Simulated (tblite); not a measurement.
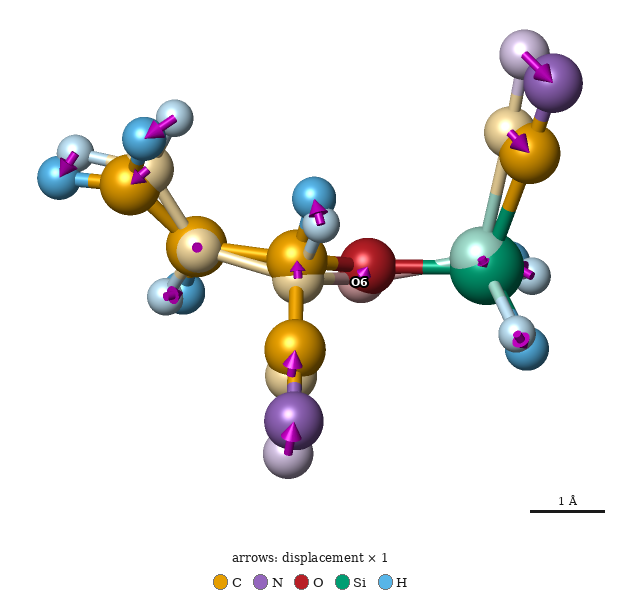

A relaxation of C5H6N2OSi. The starting structure is drawn faded, the final one solid; purple arrows show the displacements, at their true length. The two geometries are superimposed by the best rigid fit.

The picture is a ball-and-stick view, seen face on.

The calculation used GFN2-xTB geometry optimisation, gas phase in tblite 0.8.0. 

Describe the change and its energy.

The energy falls by 34.1 kJ/mol in 133 geometry steps. The largest move after the best rigid fit is that of an N atom, 0.60 Å. Largest moves by element: N 0.60 Å, H 0.51 Å, C 0.41 Å, O 0.22 Å, Si 0.16 Å. Near-neighbour distances that change, for instance: O–Si 1.677 → 1.621 Å, C–N 1.177 → 1.142 Å, H–Si 1.477 → 1.451 Å, C–H 1.100 → 1.080 Å. Bond angles that change, for instance: C–O–Si 118.3° → 131.3°, H–Si–H 106.8° → 119.2°, O–Si–H 107.7° → 99.4°.
